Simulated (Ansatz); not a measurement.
# What x(Ca) = 0.5, 8 atoms, Pmm2 does to Sc

Consider Sc in the hcp (Mg type) structure (space group P6_3/mmc, No. 194; a = 3.329 Å, c = 5.192 Å).

The other end (x = 1) is Ca in the hcp (Mg type) structure (space group P6_3/mmc, No. 194; a model cell): 43.41 Å³/atom, gap zero; this end may not be an ambient phase.

Modification: Ca replaces 50.0 % of the Sc, ordered in a cell of 8 atoms (starting symmetry Pmm2) and fully relaxed.

Calculations: Ansatz (a quantum-chemistry and plane-wave program), r2SCAN, PAW, cutoff 500 eV, no SOC. Settings: 13×8×4 k-points, 0.05 eV Fermi–Dirac smearing, for the changed cell.

The volume per atom grows by 7.36 Å³ to 32.28 Å³ and the density shrinks by 0.81 g/cm³, from 3.00 g/cm³ to 2.19 g/cm³. The shortest interatomic distance increases by 0.1454 Å to 3.376 Å and the band gap remains zero. The mixing energy comes out as +0.25 eV/atom (to 0.01 eV only: unlike meshes or grids) and the deviation of the volume from the linear (Vegard-type) interpolation is -5.5 %.

Final structure:

```yaml
crystal:
  lattice:
    - [3.49447, 0.00000, 0.00000]
    - [0.00000, 5.75928, 0.00000]
    - [0.00000, 0.00000, 12.83268]
  atoms:
    - { symbol: Ca, position: [0.50000, 0.00000, 0.92391] }
    - { symbol: Sc, position: [0.00000, 0.00000, 0.65574] }
    - { symbol: Ca, position: [0.50000, 0.00000, 0.42038] }
    - { symbol: Sc, position: [0.00000, 0.00000, 0.18535] }
    - { symbol: Ca, position: [0.00000, 0.50000, 0.80395] }
    - { symbol: Sc, position: [0.50000, 0.50000, 0.56711] }
    - { symbol: Sc, position: [0.00000, 0.50000, 0.34204] }
    - { symbol: Ca, position: [0.50000, 0.50000, 0.10152] }
```

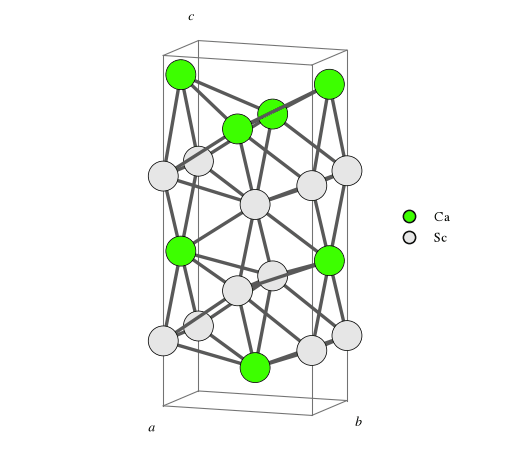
*The relaxed conventional cell after the change*

Cost of the whole job for the changed cell (relaxation, final SCF and bands): around 26 core-minutes (rough).

These are small ordered cells, not random alloys; other orderings at the same x differ. Whether these cells are dynamically stable was not tested. All final runs are without spin polarisation. CaSc has a high density of states at the Fermi level and may be magnetic at this level. This is not the structure that Ca has at room temperature and ambient pressure.
